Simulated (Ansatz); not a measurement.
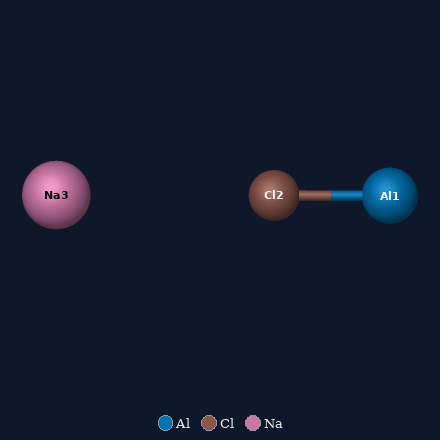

The system is Al + ClNa, spin multiplicity 2; the picture shows the reference structure. First axis: distance Al1–Cl2. Second axis: distance Cl2–Na3. Nothing is relaxed (the angle Al1–Cl2–Na3 is fixed at 180 degrees). The grid has 11 × 11 points. All energies are given in kJ/mol relative to Al far from the relaxed ClNa (each part in its own basis). Energies and slopes of some neighbouring points disagree (a jump in structure or state, or too coarse a mesh). The calculation used Ansatz 0.2.0, UHF/def2-TZVPD.

Its coordinates:

```xyz
3

Al   -2.2020    0.0000    0.0000
Cl    0.0000    0.0000    0.0000
Na    4.1440    0.0000    0.0000
```

Range: distance Al1–Cl2 from 1.784 to 3.784 Å; distance Cl2–Na3 from 2.144 to 4.144 Å.

> What landscape does the calculation give?

The lowest grid point is at distance Al1–Cl2 = 2.202 Å, distance Cl2–Na3 = 4.144 Å, −91 kJ/mol from Al far from the relaxed ClNa (each part in its own basis). It lies in a valley that leaves the map towards separated partners. The highest grid point, distance Al1–Cl2 = 1.784 Å, distance Cl2–Na3 = 2.144 Å, lies 272 kJ/mol above the lowest.

| distance Cl2–Na3 ↓, distance Al1–Cl2 → | 1.784 | 1.884 | 2.031 | 2.202 | 2.392 | 2.596 | 2.814 | 3.042 | 3.280 | 3.528 | 3.784 |
| --- | --- | --- | --- | --- | --- | --- | --- | --- | --- | --- | --- |
| 4.144 | 59 | −24 | −81 | −91 | −69 | −30 | 16 | 62 | 106 | 145 | 169 |
| 3.888 | 61 | −23 | −79 | −90 | −69 | −31 | 14 | 60 | 103 | 140 | 145 |
| 3.640 | 63 | −21 | −78 | −90 | −69 | −32 | 12 | 57 | 99 | 115 | 119 |
| 3.402 | 66 | −18 | −76 | −89 | −69 | −33 | 10 | 53 | 83 | 88 | 92 |
| 3.174 | 71 | −14 | −73 | −87 | −69 | −35 | 7 | 49 | 56 | 60 | 64 |
| 2.956 | 76 | −9 | −70 | −85 | −68 | −35 | 5 | 25 | 29 | 33 | 36 |
| 2.752 | 84 | −2 | −64 | −80 | −65 | −34 | 0 | 2 | 5 | 9 | 12 |
| 2.562 | 97 | 10 | −53 | −71 | −58 | −28 | −15 | −14 | −12 | −9 | −7 |
| 2.391 | 118 | 30 | −34 | −54 | −42 | −17 | −20 | −20 | −18 | −16 | −13 |
| 2.244 | 149 | 60 | −6 | −27 | −16 | −6 | −10 | −11 | −9 | −7 | −5 |
| 2.144 | 181 | 92 | 25 | 4 | 13 | 13 | 9 | 9 | 10 | 12 | 14 |

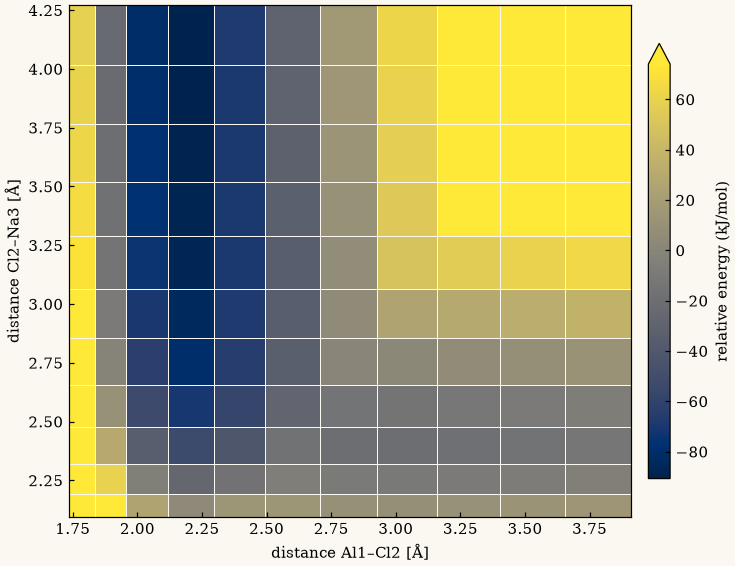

Drawn: one coloured cell a grid point, one colour for all values above the top of the scale.

Each point was launched as `ansatz run input.yaml --threads 1 --pin off --max-ram 2560MiB --backend cpu --events-out ev --progress --plain --runs-dir out`. The whole map (121 points run) took 27 min on 1 thread of Arm Neoverse V2 (shared host).
